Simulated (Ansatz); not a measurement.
# Phonons of PIr2 (Fm-3m) against volume, part 2 of 2

Wanted: mode Grüneisen parameters of PIr2 (Fm-3m).

Ansatz 0.2.0; DFT PBEsol, scalar-relativistic, plane waves, PAW; PAW set soft_1.

So far, highest frequency on the path or at a solved wavevector (cm⁻¹): step 2 (response at finite wavevector) 442; step 4 (phonons at the other volume, volume ratio 0.97) 466.

The database entry behind the starting cell differs from later determinations by our own check (0.1 to 0.3 % short, probably kX units), so it need not match the best structure at ambient conditions.

## Step 5: Relaxing at another volume, volume ratio 1.03

The volume is scaled by 1.03 and held; symmetry leaves nothing to relax, so this is a single point. The modes can then be followed against volume.

Contents of input.yaml:

```yaml
crystal:
  lattice:
    - [0.0, 2.7935966453, 2.7935966453]
    - [2.7935966453, 0.0, 2.7935966453]
    - [2.7935966453, 2.7935966453, 0.0]
  atoms:
    - { symbol: P, position: [0.0, 0.0, 0.0] }
    - { symbol: Ir, position: [0.25, 0.25, 0.25] }
    - { symbol: Ir, position: [0.75, 0.75, 0.75] }
kpoints:
  mp_grid: { grid: [16, 16, 16] }
hamiltonian:
  xc: pbesol
  pseudopotentials: { kind: paw, azcp: { folder: soft_1 }, xc_functional: pbe }
scf:
  occupations: { method: methfessel_paxton, width: 0.2 }
output:
  forces: true
  stress: true
  eigenvalues: true
  write_density: true
  write_potential: true
  elf: true
  volumetric_format: npy
```

On the command line:

```
$ ansatz run input.yaml --threads 4 --pin off --max-ram 10240MiB --backend cpu --events-out ev --progress --plain --runs-dir out
```

Numbers of over 12 decimals in the logs are rounded to 6 here.

What it wrote:

```text
[...]
Crystal: 3 atoms, lattice volume = 43.603 Å³
Basis set: ecut = 420 eV, 869 PW (Γ), exchange–correlation on 54×54×54 points (8 copies of the dense FFT grid, shifted against one another)
Bands: 24, of which v1, the nominal top of the filled ones, is band 20 counted from 1 (19 counted from 0)
Symmetry: 48 space group operations
[...]
k-points: 145 of 4096
[...]
--- Band table (eV; the first three rows and the last of 145) ---
  k-point 0: bands = [... 16 lower, 19.3071, 20.1459, 21.3757, 21.3757, 24.1292, 24.1292, 24.1292, 24.7160]
  k-point 1: bands = [... 16 lower, 19.2421, 20.2719, 21.1661, 21.1661, 23.7120, 24.0593, 24.0593, 24.7795]
  k-point 2: bands = [... 16 lower, 19.0495, 20.6281, 20.6592, 20.6592, 22.7260, 24.0039, 24.0039, 24.9456]
  k-point 144: bands = [... 16 lower, 17.3846, 18.1330, 18.4938, 18.8610, 21.5757, 21.5757, 26.9874, 26.9874]
[key lines of the parts left out:]
SCF converged after 8 iterations
Free energy (F): -24342.211499 eV
Fermi energy:    19.833068 eV
P = ⅓ Tr σ = -8.3994 GPa (-83.994 kbar)
```

The job ended after 2.1 s (4 threads of Arm Neoverse V2, shared host; peak memory 0.41 GiB).

Numbers from this step:

```
pressure        : -8.399 GPa
volume per atom : 14.53 Å³
```

The run ends at a pressure of -8.40 GPa.

## Step 6: Phonons at the other volume, volume ratio 1.03

The phonons are repeated at this volume on the same k and q meshes.

input.yaml, the sections that differ from step 5:

```yaml
output:
  eigenvalues: true
phonons:
  method: dfpt
  qmesh: [4, 4, 4]
  temperatures: { t_max: 1000, t_step: 50 }
  qpath:
    path:
      - [[0.0, 0.0, 0.0], [0.5, 0.0, 0.5], [0.625, 0.25, 0.625]]
      - [[0.375, 0.375, 0.75], [0.0, 0.0, 0.0], [0.5, 0.5, 0.5], [0.5, 0.25, 0.75], [0.5, 0.0, 0.5]]
    npoints: 10
# crystal, kpoints, hamiltonian, scf: as in step 5
```

What it wrote:

```text
[...]
Crystal: 3 atoms, lattice volume = 43.603 Å³
Basis set: ecut = 420 eV, 869 PW (Γ), exchange–correlation on 54×54×54 points (8 copies of the dense FFT grid, shifted against one another)
Bands: 24, of which v1, the nominal top of the filled ones, is band 20 counted from 1 (19 counted from 0)
Symmetry: 48 space group operations
k-points: 145 of 4096
[...]
interpolated dispersion: 62 rows × 9 modes
[...]
zero-point energy: 0.107657 eV/cell   skipped modes (ω ≤ 0): 12, of them read as no rigid motion or as one in doubt: 9 (1.763e-2 modes/cell left out, lowest -20.34 cm⁻¹)   left out of the sums: 2.00e-3 of the cell's modes: C_V's classical limit lies that fraction below 3 k_B per atom; for a crystal, a wire or a layer, F and S can be off by more, and a phonons.interpolated_qmesh denser along its periods is the remedy for the sampling
[key lines of the parts left out:]
SCF converged after 10 iterations
Free energy (F): -24342.211499 eV
Fermi energy:    19.833068 eV
```

Run time: 22 min. Hardware: 4 threads; peak memory 6.3 GiB; 87 min of CPU time.

This step gave:

```
sum-rule residual before enforcement                    : 6.50e-5 eV/Å²
lowest frequency on the path                            : -20.34 cm⁻¹
highest frequency on the path or at a solved wavevector : 419.8 cm⁻¹
highest optical mode at the zone centre (no LO-TO term) : 305.1 cm⁻¹
lowest optical zone-centre mode                         : 171.2 cm⁻¹
lowest mode on the q mesh (acoustic modes at Γ apart)   : -20.34 cm⁻¹
```

The highest optical mode at the zone centre (no LO-TO term) is 305.1 cm⁻¹, -25.4 cm⁻¹ against the base run.

## Step 7: Grüneisen parameters

The Grüneisen parameter of a mode is minus the logarithmic change of its frequency with volume, −d ln ω / d ln V; weighted by heat capacity it gives the expansion.

This step gave:

| Property | Result |
| --- | --- |
| bulk modulus | 306.8 GPa |

The phonon branches at the labelled points (cm⁻¹):

```
    point  branch 1  branch 2  branch 3  branch 4  branch 5  branch 6  branch 7  branch 8  branch 9
        Γ         0         0         0       184       184       184       330       330       330
        X        22        78        78       155       155       207       337       337       442
        U        43       106       111       152       163       204       335       355       402
jump to K        43       106       111       152       163       204       335       355       402
        Γ         0         0         0       184       184       184       330       330       330
        L       132       132       139       142       142       172       327       327       396
        W        23        81       144       144       163       205       337       376       376
        X        22        78        78       155       155       207       337       337       442
```

The same for volume x 0.97:

```
point  branch 1  branch 2  branch 3  branch 4  branch 5  branch 6  branch 7  branch 8  branch 9
    Γ         0         0         0       197       197       197       357       357       357
    X        38        85        85       163       163       222       364       364       466
    U        54       114       118       160       173       218       363       381       426
    K        54       114       118       160       173       218       363       381       426
    Γ         0         0         0       197       197       197       357       357       357
    L       138       138       150       153       153       183       354       354       421
    W        38        87       153       153       173       219       364       401       401
    X        38        85        85       163       163       222       364       364       466
```

The same for volume x 1.03:

```csv
point,branch 1,branch 2,branch 3,branch 4,branch 5,branch 6,branch 7,branch 8,branch 9
Γ,0,0,0,171,171,171,305,305,305
X,-20,71,71,147,147,193,310,310,420
U,30,98,104,144,154,190,309,329,379
K,30,98,104,144,154,190,309,329,379
Γ,0,0,0,171,171,171,305,305,305
L,126,126,128,131,131,162,301,301,373
W,-19,74,136,136,155,192,310,352,352
X,-20,71,71,147,147,193,310,310,420
```

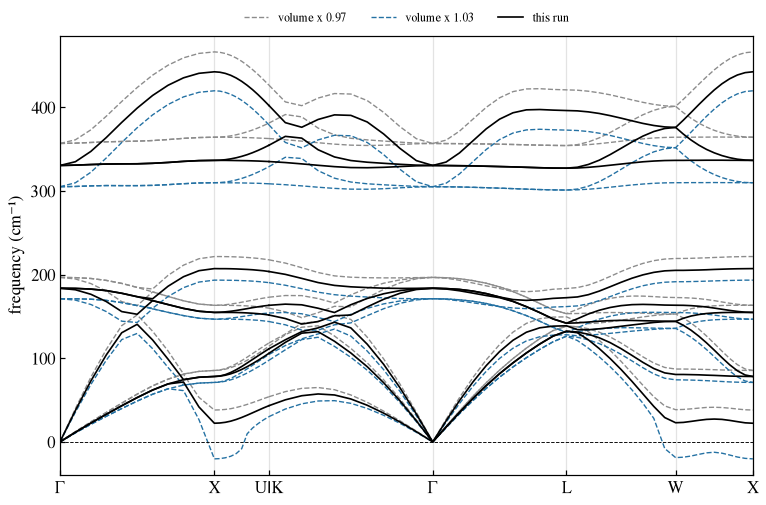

Phonon branches along the path; dashed: volume x 0.97 and volume x 1.03.

## Step 8: Results

```json
{"bulk modulus": "307 GPa"}
```

What this shows: No expansion is given, because modes are imaginary at one volume or more. The highest optical mode at Γ goes from 357 to 305 cm⁻¹ as the cell grows, a Grüneisen parameter of 2.60. Branches are matched by rank, so values near crossings are rough. With no gap, or one that is small against the smearing, the frequencies hang on the k mesh and the smearing, most of all near Kohn anomalies. The phonon runs are without spin polarisation, although the cell has an odd electron count. Spin-orbit coupling is left out, which can matter for the heavy elements here. The PAW files were made for PBE and serve the other functionals too.

[Logs are printed without paths, hosts, clocks, repeated set-up lines and the standing remarks that a program may print on its own settings, such as how far it seeks lower states.]

[Hosts, paths, dates, database ids (printed as entryN), source tags and the programs' standing remarks are cut or masked in the printed files.]
